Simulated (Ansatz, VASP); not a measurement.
# SnSO in two plane-wave programs, part 2 of 2

Wanted: the spread between two codes on one cell, functional and k mesh. The cell is invented: As first built, before any earlier steps moved the atoms: it takes the SnSeS structure with some of its atoms replaced by other elements, volume scaled by an estimate. It may not be a known or stable phase. The cell comes out of the VASP series on this material, whose earlier steps may have relaxed, scaled or displaced it; both programs get it as it stands.

VASP 6.6.1 and Ansatz 0.2.0.

So far: Starting point; VASP: band structure, HSE03.

## 3. Ansatz: band structure, HSE03

Level of this step: Ansatz beside VASP: Kohn-Sham DFT, plane waves, HSE03 (Ansatz).

Ansatz runs on its default PAW (the set named soft_2) files.

The same cell, functional, mesh and smearing now go to Ansatz, which takes its cutoff from its data sets.

File input.yaml:

```yaml
crystal:
  lattice:
    - [3.4671176086, 0.0, 0.0]
    - [-1.7335588043, 3.0026124474, 0.0]
    - [0.0, 0.0, 5.9579538463]
  atoms:
    - { symbol: Sn, position: [0.33333333, 0.66666667, 0.9673317131] }
    - { symbol: S, position: [0.66666667, 0.33333333, 0.2244465511] }
    - { symbol: O, position: [0.0, 0.0, 0.8082227358] }
hamiltonian:
  xc: { exchange: pbe, correlation: pbe, exx: { coeff: 0.25, omega: 0.3 } }
  pseudopotentials: { kind: paw }
kpoints:
  mp_grid: { grid: [5, 5, 3] }
  band_path:
    path:
      - [0.0, 0.0, 0.0]
      - [0.4, 0.0, 0.0]
      - [0.4, 0.2, 0.0]
      - [0.2, 0.2, 0.0]
      - [0.0, 0.0, 0.1]
      - [0.0, 0.0, 0.5]
      - [0.4, 0.0, 0.5]
      - [0.4, 0.2, 0.5]
      - [0.2, 0.2, 0.5]
      - [0.5, 0.0, 0.4]
      - [0.33333, 0.33333, 0.0]
      - [0.33333, 0.33333, 0.5]
    npoints: 1
scf:
  occupations: { method: gaussian, width: 0.02 }
  n_extra_bands: 7
output:
  forces: true
  stress: true
  eigenvalues: true
```

Run with:

```
ansatz run input.yaml --threads 4 --pin off --max-ram 9216MiB --backend cpu --events-out ev --progress --plain --runs-dir out
```

Numbers of over 12 decimals in the logs are rounded to 6 here.

The log of the run:

```text
Warning: output.stress: scf.convergence.dr2_threshold = 1e-7 eV (the SCF's general default) is looser than the 3e-10 eV advised for a printed stress (1e-10 eV for each atom of the cell: 3). What an SCF threshold leaves in a stress goes as its square root, and in the free energy as the threshold itself, and one threshold admits the most on a small cell: [figures from the program's tests cut] Set scf.convergence.dr2_threshold to 3e-10 eV or tighter. The threshold is an SCF's pass mark: one that does not reach it within its budget of iterations ends unconverged, or closes short of it on a stop that the run arms, and scf.convergence.dr2_threshold's page says what that costs each kind of run
Warning: output.stress: scf.exx.energy_threshold = 1e-6 eV is looser than the 3e-8 eV advised for a stress under a hybrid functional (1e-8 eV for each atom of the cell: 3). Every SCF of the exchange loop can meet its threshold on dr2 while the loop round them stops early: no threshold on dr2 bounds what that leaves in the stress. Set scf.exx.energy_threshold to 3e-8 eV or tighter. The threshold is the loop's pass mark: a loop that does not reach it within its budget of cycles ends unconverged, and scf.exx.energy_threshold's page has the law
scf.n_extra_bands = 7 over 13 filled bands (N_el = 26.0): the run solves 20 bands
Engine: ansatz 0.2.0, x86_64-unknown-linux-gnu
Pseudopotentials: kind: paw
Pseudopotential: Sn, paw, valence charge 14, recommended cutoff 420 eV (normal), Sn.paw.azcp
Pseudopotential: S, paw, valence charge 6, recommended cutoff 420 eV (normal), S.paw.azcp
Pseudopotential: O, paw, valence charge 6, recommended cutoff 420 eV (normal), O.paw.azcp
Functional definition: unnamed
  parameter a_1 = 0.25
  parameter omega_1 = 0.3/angstrom
  exchange = pbe_x + (-a_1)*pbe_x_sr(omega_1) + a_1*exact_x_sr(omega_1)
  correlation = pbe_c
Crystal: 3 atoms, lattice volume = 62.025 Å³
Basis set: ecut = 420 eV, 1201 PW (Γ), exchange–correlation on 48×48×80 points (8 copies of the dense FFT grid, shifted against one another)
Bands: 20, of which v1, the nominal top of the filled ones, is band 13 counted from 1 (12 counted from 0)
Symmetry: 6 space group operations
Space group: P3m1 (ITA 156), of the structure as read, at distance tolerance 4.0e-5 Å
k-points: 12 of 75 (time reversal used)
Non-local potential: Sn, projectors of the file, l = 0: 2, l = 1: 2, l = 2: 2, l = 3: 2
Non-local potential: S, projectors of the file, l = 0: 2, l = 1: 2, l = 2: 2
Non-local potential: O, projectors of the file, l = 0: 2, l = 1: 2, l = 2: 1
PAW form: soft (Blöchl's): semilocal exchange-correlation on the pseudo side does not see the compensation charge
PAW frozen core: Sn, regenerated for the run's functional, and the local potential with it (the file was generated under x = pbe(κ = 0.804, μ = 0.219515), c = pbe(β = 0.066725))
PAW frozen core: S, regenerated for the run's functional, and the local potential with it (the file was generated under x = pbe(κ = 0.804, μ = 0.219515), c = pbe(β = 0.066725))
PAW frozen core: O, regenerated for the run's functional, and the local potential with it (the file was generated under x = pbe(κ = 0.804, μ = 0.219515), c = pbe(β = 0.066725))
PAW one-centre angular grid: Sn, 590 points (default); XC on 64 Gauss nodes
PAW one-centre angular grid: S, 110 points (default); XC on 64 Gauss nodes
PAW one-centre angular grid: O, 110 points (default); XC on 96 Gauss nodes
Initial density: superposition of atomic densities (neutral atoms: chi_scale 0, normalization atom), corrected by the library's trained network
Initial wavefunctions: pseudopotential atomic-orbital guess
Functional: x = pbe(κ = 0.804, μ = 0.219515), c = pbe(β = 0.066725), warm-up for x = pbe(κ = 0.804, μ = 0.219515) + 0.25 (exact − pbe) at short range (hse, ω = 0.3 Å⁻¹), c = pbe(β = 0.066725)
SCF iter   1: F=—  HF=-7493.494181 eV  |F-HF|=—  |Δ(HF+E_count)|=         —  Δρ=3.45e-3  dr2=7.28e-3  ethr=1.77e-3  ⟨swp⟩=11.6  Hψ=1231  notcnv=0
preconditioner: auto → none  [insulator: Δε(μ)=0.617 eV  Ē_g=19.103 eV  σ=0.020 eV  W_gap=1.00  n_scr=22 (ndim 8)  ℏωp=24.0 eV  f_vac=0.177  D(μ)=0.00/eV (n_scr^D=0)]
SCF iter   2: F=—  HF=-7493.493938 eV  |F-HF|=—  |Δ(HF+E_count)|=   2.43e-4  Δρ=2.71e-3  dr2=4.71e-3  ethr=2.80e-5  ⟨swp⟩=6.2  Hψ=771  notcnv=0
SCF iter   3: F=—  HF=-7493.493519 eV  |F-HF|=—  |Δ(HF+E_count)|=   4.19e-4  Δρ=1.64e-3  dr2=1.84e-3  ethr=1.81e-5  ⟨swp⟩=4.2  Hψ=625  notcnv=0  defer=1
SCF iter   4: F=—  HF=-7493.493314 eV  |F-HF|=—  |Δ(HF+E_count)|=   2.05e-4  Δρ=6.47e-4  dr2=2.70e-4  ethr=7.09e-6  ⟨swp⟩=2.1  Hψ=428  notcnv=0
iter 5 solved again at ethr=7.03e-8 eV; its pass at ethr=1.04e-6 eV (dr2=1.83e-5 eV) is discarded
SCF iter   5: F=-7493.493309 eV  HF=-7493.493313 eV  |F-HF|=4.01e-6  |Δ(HF+E_count)|=   7.91e-7  Δρ=1.60e-4  dr2=1.70e-5  ethr=7.03e-8  ⟨swp⟩=3.0  Hψ=857  notcnv=0
SCF 1 stopped early in 5 iterations: F = -7493.493309 eV  dr2 = 1.70e-5
  greatest PAW one-centre occupation: 0.994 electrons in one spin orbital (limit 2), on the Sn atom at site 0 (counted from 0), in its partial waves of l = 2
Initial density: handed on by an earlier stage of this run
Initial wavefunctions: those handed on with the density
Functional: x = pbe(κ = 0.804, μ = 0.219515) + 0.25 (exact − pbe) at short range (hse, ω = 0.3 Å⁻¹), c = pbe(β = 0.066725)
Exchange kernel: α = 0.2500, screened, ω = 0.3000 Å⁻¹, Wigner–Seitz truncation, v(0) = 502.5957 eV·Å³, q-mesh 5×5×3, nearest image of the exchange supercell L = 17.34 Å, pair-density grid 18×18×30, without the augmentation charges, whose exchange is taken in its separable form by FFT convolution over the k-point mesh (sized by the pseudopotential files, 24×24×40 at the most), smooth part of the exact exchange by density-matrix convolution
Frozen-core exchange: fock
SCF iter   1: F=—  HF=-7497.727291 eV  |F-HF|=—  |Δ(HF+E_count)|=         —  Δρ=7.71e-3  dr2=3.44e-2  ethr=6.52e-7  ⟨swp⟩=9.0  Hψ=1306  notcnv=0
preconditioner: auto → none  [insulator: Δε(μ)=1.154 eV  Ē_g=21.143 eV  σ=0.020 eV  W_gap=1.00  n_scr=22 (ndim 8)  ℏωp=24.0 eV  f_vac=0.178  D(μ)=0.00/eV (n_scr^D=0)]
SCF iter   2: F=—  HF=-7497.720372 eV  |F-HF|=—  |Δ(HF+E_count)|=   6.92e-3  Δρ=5.86e-3  dr2=1.53e-2  ethr=6.52e-7  ⟨swp⟩=5.0  Hψ=916  notcnv=0
SCF iter   3: F=—  HF=-7497.718149 eV  |F-HF|=—  |Δ(HF+E_count)|=   2.22e-3  Δρ=2.46e-3  dr2=6.18e-3  ethr=6.52e-7  ⟨swp⟩=4.3  Hψ=862  notcnv=0
SCF iter   4: F=—  HF=-7497.726392 eV  |F-HF|=—  |Δ(HF+E_count)|=   8.24e-3  Δρ=1.77e-3  dr2=2.24e-3  ethr=6.52e-7  ⟨swp⟩=4.0  Hψ=888  notcnv=0
SCF iter   5: F=—  HF=-7497.725832 eV  |F-HF|=—  |Δ(HF+E_count)|=   5.60e-4  Δρ=4.90e-4  dr2=1.78e-4  ethr=6.52e-7  ⟨swp⟩=3.7  Hψ=492  notcnv=0
SCF iter   6: F=—  HF=-7497.726030 eV  |F-HF|=—  |Δ(HF+E_count)|=   1.98e-4  Δρ=3.70e-4  dr2=1.00e-4  ethr=5.59e-7  ⟨swp⟩=3.5  Hψ=496  notcnv=0
SCF iter   7: F=-7497.726009 eV  HF=-7497.726010 eV  |F-HF|=8.73e-7  |Δ(HF+E_count)|=   2.04e-5  Δρ=4.32e-5  dr2=3.37e-6  ethr=3.59e-7  ⟨swp⟩=2.0  Hψ=399  notcnv=0
SCF 2 stopped early in 7 iterations: F = -7497.726009 eV  dr2 = 3.37e-6
  Residual-converged pass: ⟨swp⟩=5.0  Hψ=753  notcnv=0  max |occ|·‖R‖ = 5.9e-6 eV (tolerance 6.7e-6 eV)  dr2=3.37e-6  dr2_onsite=5.73e-8  max |Δocc| = 0.0e0
hybrid outer 1: dexx = +9.872e-3 eV, tail = 4.52e-5 eV
Exchange kernel: α = 0.2500, screened, ω = 0.3000 Å⁻¹, Wigner–Seitz truncation, v(0) = 502.5957 eV·Å³, q-mesh 5×5×3, nearest image of the exchange supercell L = 17.34 Å, pair-density grid 18×18×30, without the augmentation charges, whose exchange is taken in its separable form by FFT convolution over the k-point mesh (sized by the pseudopotential files, 24×24×40 at the most), smooth part of the exact exchange by density-matrix convolution
Frozen-core exchange: fock
SCF iter   1: F=—  HF=-7497.725812 eV  |F-HF|=—  |Δ(HF+E_count)|=         —  Δρ=1.27e-4  dr2=1.09e-5  ethr=8.69e-7  ⟨swp⟩=4.3  Hψ=607  notcnv=0
preconditioner: auto → none  [insulator: Δε(μ)=1.199 eV  Ē_g=21.175 eV  σ=0.020 eV  W_gap=1.00  n_scr=22 (ndim 8)  ℏωp=24.0 eV  f_vac=0.180  D(μ)=0.00/eV (n_scr^D=0)]
SCF iter   2: F=—  HF=-7497.725810 eV  |F-HF|=—  |Δ(HF+E_count)|=   1.94e-6  Δρ=1.28e-5  dr2=1.25e-7  ethr=3.71e-8  ⟨swp⟩=3.0  Hψ=449  notcnv=0
SCF iter   3: F=—  HF=-7497.725811 eV  |F-HF|=—  |Δ(HF+E_count)|=   3.99e-7  Δρ=6.79e-6  dr2=2.64e-8  ethr=1.78e-10  ⟨swp⟩=4.4  Hψ=848  notcnv=0
SCF iter   4: F=—  HF=-7497.725811 eV  |F-HF|=—  |Δ(HF+E_count)|=   4.23e-9  Δρ=1.91e-6  dr2=1.44e-9  ethr=7.18e-11  ⟨swp⟩=3.0  Hψ=438  notcnv=0
SCF iter   5: F=-7497.725811 eV  HF=-7497.725811 eV  |F-HF|=1.39e-10  |Δ(HF+E_count)|=   5.34e-9  Δρ=7.33e-7  dr2=2.50e-10  ethr=3.44e-12  ⟨swp⟩=4.0  Hψ=649  notcnv=0
SCF 3 converged in 5 iterations: F = -7497.725811 eV  dr2 = 2.50e-10
  Residual-converged pass: ⟨swp⟩=2.8  Hψ=411  notcnv=0  max |occ|·‖R‖ = 5.4e-7 eV (tolerance 5.4e-7 eV)  dr2=2.50e-10  dr2_onsite=2.38e-11  max |Δocc| = 0.0e0
hybrid outer 2: dexx = +3.395e-7 eV, tail = 5.83e-9 eV, Δε = 2.70e-3 eV (about 5.27e-5 eV left of the loop's levels), ΔF = 8.34e-3 eV/Å (tail 7.48e-4)
NSCF: frozen V_eff on 12 k-points
hybrid SCF converged: 2 outer / 12 inner (+5 warm-up), last move |dexx| = 3.39e-7 eV, tail = 5.83e-9 eV
Stability not checked: this state was not tested for a lower state beside it, because the functional holds exact exchange (a hybrid, or Hartree-Fock), whose exchange loop this test does not read (fock_operator; see scf.lower_state_search)
Free energy (F): -7497.725811 eV
Frozen-core exchange: fock
Harris-Foulkes:  -7497.725811 eV  (|F-HF|=1.39e-10)
Internal energy: -7497.725811 eV  (E = F + TS)
E sigma→0 (E₀):  -7497.725811 eV
Fermi energy:    5.714709 eV
--- Per-component energies (eV) ---
  E_band       = -203.847637
  E_kinetic    = 467.486843
  E_local      = -2209.125881  (includes V_loc(G=0)·N_el)
  E_nonlocal   = 44.513518
  E_hartree    = 1109.832990
  E_xc         = -440.551385
  E_vxc        = -222.243469  (∫ρ·V_xc dr)
  E_exx        = -62.493282  (= α·E_x^exact, valence–valence)
  E_paw        = -4955.107581  (= ΣΔE_a)
  E_vpaw       = -379.160173  (= ΣTr[D̂ρ^β])
  E_aug_tail   = 0.002337  (compensation charges beyond the density's cutoff)
  E_ewald      = -1452.404889
  E_core_change = 0.121519  (= ΣΔE_core)
  E_smearing   = -0.000000  (= −TS)
  E_closure    = -0.000000  (closes the sum)
  Σ components = -7497.725811   (vs F -7497.725811, Δ=9.09e-13)
--- Forces (eV/Å), atoms counted from 1 ---
  atom   1  Sn    -0.00000000    -0.00000000    -0.08362878
  atom   2  S      0.00000000     0.00000000    -0.50777523
  atom   3  O     -0.00000000    -0.00000000     0.59133437
  max |Σ_I F_I| component: 6.96e-5 eV/Å
--- Stress (GPa, compression-positive) ---
       -4.638183       0.000000      -0.000000
        0.000000      -4.638183       0.000000
        0.000000       0.000000      -3.356968
  P = ⅓ Tr σ = -4.2111 GPa (-42.111 kbar)
--- Band table (eV; the first three rows and the last of 12) ---
  k-point 0: bands = [... 9 lower, 2.1680, 3.4906, 5.1094, 5.1094, 6.3134, 10.6183, 12.9368, 12.9368, ... 3 higher]
  k-point 1: bands = [... 9 lower, 2.1675, 2.9723, 5.1156, 5.1156, 6.9619, 10.5654, 12.8959, 12.8959, ... 3 higher]
  k-point 2: bands = [... 9 lower, 1.7629, 3.1705, 3.6977, 4.8052, 7.6838, 10.6570, 13.0818, 13.7783, ... 3 higher]
  k-point 11: bands = [... 9 lower, 0.4712, 1.8046, 3.5350, 4.0183, 8.5883, 12.1407, 12.9755, 13.4259, ... 3 higher]
```

Wall time 28 s (4 threads of AMD EPYC 9R14 (Zen 4), shared host); peak memory 1.1 GiB; 1.7 min of CPU time.

## 4. Differences

Known differences besides the PAW data sets themselves: exact exchange at q = 0 is treated differently, which shows on coarse meshes; VASP keeps PBE cores, Ansatz makes them for the functional; the cutoff is 420 eV in Ansatz and 520 eV in VASP; VASP takes a coarser grid for exact exchange (PRECFOCK = Fast). Total energies have different zeros and are not compared.

The two programs side by side:

```
                     quantity  Ansatz   VASP  difference
gap over the path points (eV)   1.196  1.171      +0.025
```

Forces (eV/Å; atoms numbered as in POSCAR):

| atom | Ansatz x, y, z | VASP x, y, z |
| --- | --- | --- |
| Sn1 | 0.000, 0.000, -0.084 | 0.000, 0.000, -0.001 |
| S2 | 0.000, 0.000, -0.508 | 0.000, 0.000, -0.537 |
| O3 | 0.000, 0.000, 0.591 | 0.000, 0.000, 0.538 |

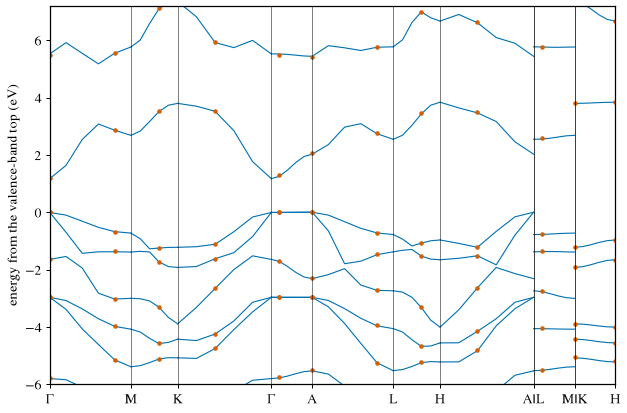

Bands from VASP (lines) and levels from Ansatz (dots). Dots without a line are higher empty bands that the VASP plot leaves out.

Levels at points of the path, from each program's valence-band top (eV; 4 filled, then empty):

```csv
k (reciprocal lattice),Ansatz,VASP
0.000 0.000 0.000,-2.95 -1.63 -0.01 -0.01 1.20 5.50,-2.97 -1.65 -0.01 -0.01 1.17 5.52
0.400 0.000 0.000,-3.97 -3.02 -1.36 -0.67 2.88 5.55,-3.98 -3.03 -1.38 -0.68 2.86 5.54
0.400 0.200 0.000,-4.57 -3.31 -1.73 -1.24 3.53 7.11,-4.58 -3.31 -1.73 -1.25 3.51 7.10
0.200 0.200 0.000,-4.24 -2.65 -1.62 -1.11 3.55 5.93,-4.25 -2.66 -1.62 -1.12 3.52 5.92
0.000 0.000 0.100,-2.95 -1.70 -0.01 -0.01 1.28 5.50,-2.97 -1.72 -0.01 -0.01 1.26 5.52
0.000 0.000 0.500,-2.95 -2.30 0.00 0.00 2.06 5.42,-2.97 -2.32 0.00 0.00 2.02 5.44
0.400 0.000 0.500,-3.95 -2.72 -1.47 -0.72 2.76 5.75,-3.96 -2.73 -1.48 -0.72 2.74 5.76
0.400 0.200 0.500,-4.67 -3.32 -1.52 -1.06 3.45 7.00,-4.68 -3.33 -1.53 -1.08 3.43 6.99
0.200 0.200 0.500,-4.14 -2.63 -1.51 -1.22 3.49 6.62,-4.15 -2.64 -1.52 -1.22 3.46 6.61
0.500 0.000 0.400,-4.05 -2.76 -1.36 -0.77 2.57 5.76,-4.06 -2.77 -1.38 -0.77 2.55 5.76
```

The forces differ by 34 meV/Å r.m.s., which is 13.5 % of the r.m.s. force of 0.25 eV/Å (both taken over all components). Among the levels compared (up to four filled and three empty ones at each point), filled levels agree within 19 meV and empty ones within 32 meV.

## 5. Looking for the cause

The difference is large enough to ask for its cause, so further runs change the set-up of one program at a time, as the table lists.

```csv
run,r.m.s. force difference (% of the r.m.s. force)
as above,13
"cores kept as stored, as VASP does",13
```

## 6. Summary of results

```json
{
  "r.m.s. force difference (band structure, HSE03)": "13 % of the r.m.s. force"
}
```

In words: The r.m.s. force difference is 13 % of the r.m.s. force (band structure, HSE03), beyond the 3 % picked in this series as the mark of a large difference. For band structure, HSE03: no further run halves the r.m.s. force difference; only Ansatz's side was varied. 2 further runs on this material are not shown. Differences of this kind measure data sets and numerical settings, not the functional's error against experiment.

[Lines on the potential files, build, host, timing and source positions are cut from VASP's logs without a mark.]

[Logs are printed without paths, hosts, clocks, repeated set-up lines and the standing remarks that a program may print on its own settings, such as how far it seeks lower states.]

[Hosts, paths, dates, database ids (printed as entryN), source tags and the programs' standing remarks are cut or masked in the printed files.]
